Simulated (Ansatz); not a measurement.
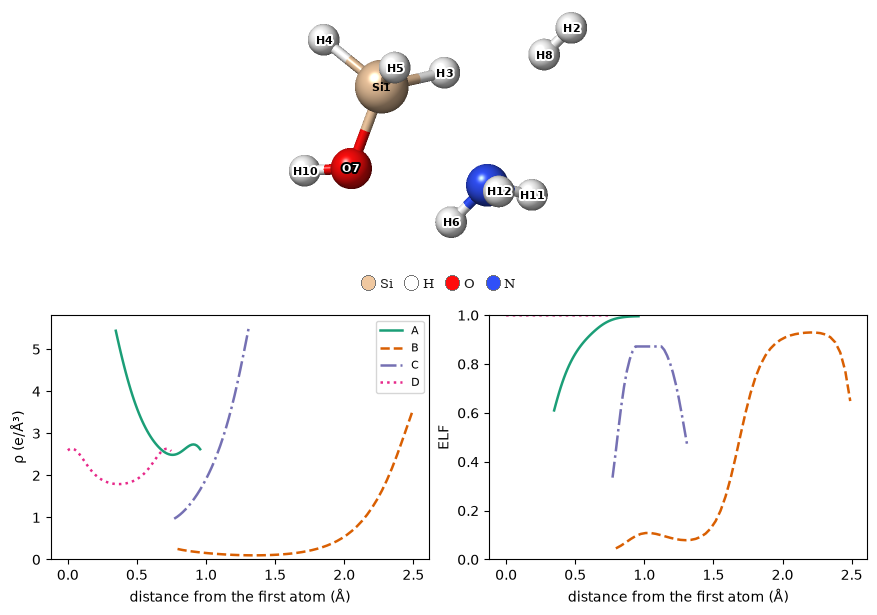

Figure. H4OSi···H2···NH3. Total electron density and electron localisation function along straight lines between neighbouring atoms. The curves leave out the atomic cores. The structure is drawn too.

The product side of a reaction path; geometry: PBE0-D4/def2-TZVP.

The calculation used RKS PBE0-D4/def2-TZVPP in Ansatz.

Input file:

```
crystal:
  periodic: [false, false, false]
  atoms:
    - {symbol: Si, position_ang: [-1.322459, 0.022470, -0.467018]}
    - {symbol: H, position_ang: [2.284165, 0.287164, -2.248310]}
    - {symbol: H, position_ang: [-0.598007, -1.134794, -1.039822]}
    - {symbol: H, position_ang: [-2.669888, 0.064885, -1.121317]}
    - {symbol: H, position_ang: [-0.646785, 1.301933, -0.781292]}
    - {symbol: H, position_ang: [0.585273, -0.178477, 1.785463]}
    - {symbol: O, position_ang: [-1.629923, -0.156001, 1.158871]}
    - {symbol: H, position_ang: [1.834510, 0.213553, -1.655173]}
    - {symbol: N, position_ang: [1.178726, -0.079471, 0.970505]}
    - {symbol: H, position_ang: [-2.563023, -0.197686, 1.370471]}
    - {symbol: H, position_ang: [1.790424, -0.884646, 0.927239]}
    - {symbol: H, position_ang: [1.756988, 0.740971, 1.100284]}
basis:
  gaussian: {orbitals: def2-TZVPP}
hamiltonian: {xc: pbe0, dispersion: d4}
output: {orbitals: {seedname: orbitals}}
```

Launched as:

```sh
ansatz run in.yaml --threads 4 --pin off --events-out ev --progress --plain --max-ram 9574MiB
```

Question: Which curve belongs to which contact (H–H, O–H, Si–N and Si–O)? The first atom named is at distance zero.

Answer: Curve A: O–H (0.96 Å): ρ is about 3.8 e/Å³ halfway; the ELF climbs to about 1 towards the hydrogen, as it does in any bond to H (a covalent bond by its length). Curve B: Si1···N9 (2.89 Å): the density falls to about 0.1 e/Å³ on the way; the ELF is about 0.10 at the midpoint. Curve C: Si–O (1.66 Å): ρ is about 1.1 e/Å³ halfway; the ELF peaks at about 0.85 between the atoms (a polar covalent bond). Curve D: H–H (0.75 Å): ρ at the midpoint is about 1.8 e/Å³; the ELF peaks at about 1 between the atoms.
